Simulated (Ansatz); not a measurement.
# Al2H4O: ladder of basis sets

How does the energy of Al2H4O converge with the basis? The task is a ladder of basis sets, for Al2H4O. SMILES: [AlH2][O][AlH2].

All numbers are computed with Ansatz 0.2.0 through its Python package. The levels of theory stand in the script.

## (1) Starting point

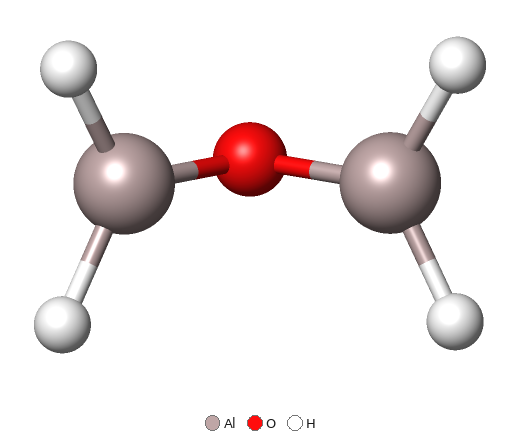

The structure that the script starts from, seen from a chosen angle (aluminium light grey, oxygen red, hydrogen white).

The script holds or builds the structure itself.

## (2) The code

The input, al2h4o_basis.py:

```python
'''Basis-set convergence for Al2H4O.'''

import ansatz as az

FUNCTIONAL = 'B3LYP'


def main() -> None:
    al2h4o = (
        az.Crystal.molecule()
        .atom('Al', (-1.2465, 0.0871, -0.6516))
        .atom('O', (-0.4015, -1.1633, 0.2784))
        .atom('Al', (1.1691, -0.3732, 0.6991))
        .atom('H', (-1.0484, 0.238, -2.2516))
        .atom('H', (-2.2247, 1.1697, 0.0871))
        .atom('H', (1.3411, 0.4685, 2.0702))
        .atom('H', (2.4722, -0.4947, -0.2773))
    )

    setup = al2h4o.calculation().functional(FUNCTIONAL)

    energies = {}
    for basis in ['cc-pVDZ', 'cc-pVTZ']:
        report = setup.basis(gaussian=basis).run().report
        size = report['n_frozen'] + report['n_occupied'][0] + report['n_virtual'][0]
        energies[basis] = (report['reference_energy_ev'] / 27.211386246, report['free_energy_ev'] / 27.211386246)
        print(f'{basis:14s} {size:4d} orbitals  reference {energies[basis][0]:14.6f} Ha  total {energies[basis][1]:14.6f} Ha')

    last = energies['cc-pVTZ'][1]
    for basis, (_, total) in energies.items():
        print(f'{basis:14s} lies {27.211386 * (total - last):9.4f} eV above cc-pVTZ')


if __name__ == '__main__':
    main()
```

## (3) What the engine is handed

The package turns the script's settings into the engine's input (first run):

```yaml
crystal:
  periodic: [false, false, false]
  atoms:
    - { symbol: Al, position_ang: [-1.2465, 0.0871, -0.6516] }
    - { symbol: O, position_ang: [-0.4015, -1.1633, 0.2784] }
    - { symbol: Al, position_ang: [1.1691, -0.3732, 0.6991] }
    - { symbol: H, position_ang: [-1.0484, 0.238, -2.2516] }
    - { symbol: H, position_ang: [-2.2247, 1.1697, 0.0871] }
    - { symbol: H, position_ang: [1.3411, 0.4685, 2.0702] }
    - { symbol: H, position_ang: [2.4722, -0.4947, -0.2773] }
basis:
  gaussian:
    orbitals: cc-pVDZ
hamiltonian:
  xc: b3lyp
```

## (4) Launch

On the command line:

```bash
> python al2h4o_basis.py
```

Output:

```text
cc-pVDZ          70 orbitals  reference    -562.570432 Ha  total    -562.570432 Ha
cc-pVTZ         154 orbitals  reference    -562.631597 Ha  total    -562.631597 Ha
cc-pVDZ        lies    1.6644 eV above cc-pVTZ
cc-pVTZ        lies    0.0000 eV above cc-pVTZ
```

It took 7.1 s on 1 thread of Arm Neoverse V1, shared host; peak memory 0.33 GiB.

## (5) Inputs of later runs

The engine's inputs for the other runs:

Run 2, against run 1:

```diff
@@ -13 +13 @@
-    orbitals: cc-pVDZ
+    orbitals: cc-pVTZ
```

## (6) The engine's runs

One row for each of the 2 runs:

```csv
run,basis,energy (eV),SCF cycles,CPU time (s)
1,cc-pVDZ,-15308.3213,16,2
2,cc-pVTZ,-15309.9857,14,4.6
```

## (7) What came out

| quantity | value |
| --- | --- |
| runs compared | 2 |

What this shows: Against cc-pVDZ: cc-pVTZ -61.2 mHa. The last step alone is -61.16 mHa, and the time grows from 2.0 to 4.6 s. What to keep in mind:
- Total energies depend on the basis set; only differences at equal settings carry meaning.
- The geometry is a force-field or estimated start, not a minimum of this method, and the last set is no limit.
- b3lyp holds the VWN-RPA fit, as in Gaussian; the form of ORCA and Turbomole is b3lyp5.
